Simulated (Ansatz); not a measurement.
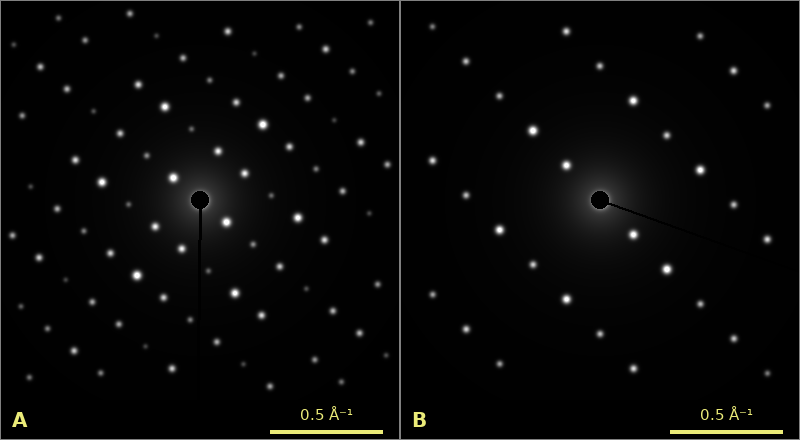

Kinematic electron diffraction patterns (300 kV, B = 0.5 Å², same scale, each along a low-index zone) of two structures of composition Li4POs2, each relaxed at zero pressure with DFT PBE, scalar-relativistic, plane waves, PAW (Ansatz 0.2.0).

The structures (standard cells):
1. I4/mmm (No. 139), a = 4.526 Å, c = 12.831 Å, 14 atoms; generated start, possibly hypothetical
2. I4/mmm (No. 139), a = 6.519 Å, c = 4.780 Å, 14 atoms; generated start, possibly hypothetical

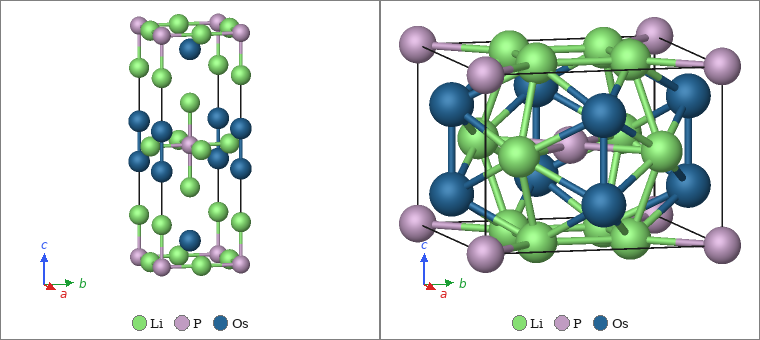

Drawings of the structures 1 to 2, from left to right (each may span several cells).

Which pattern belongs to which structure, and along which zone?

A is structure 1 along [100] or an equivalent direction: centred rectangular net of 0 0 2 at d = 6.42 Å and 0 1 1 at d = 4.27 Å, 70.6° apart (some points of this net are extinct or too weak to see). B is structure 2 along [110] or an equivalent direction: rectangular net of 1 -1 0 at d = 4.61 Å and 0 0 2 at d = 2.39 Å, 90.0° apart.

Rank the structures by their computed energy.

Structure 2 (I4/mmm, 14.51 Å³ an atom) is the lowest of these; structure 1 (I4/mmm, 18.77 Å³ an atom) lies about 550 meV an atom higher. These are static energies at 0 K; other structures, not shown, may lie lower still.
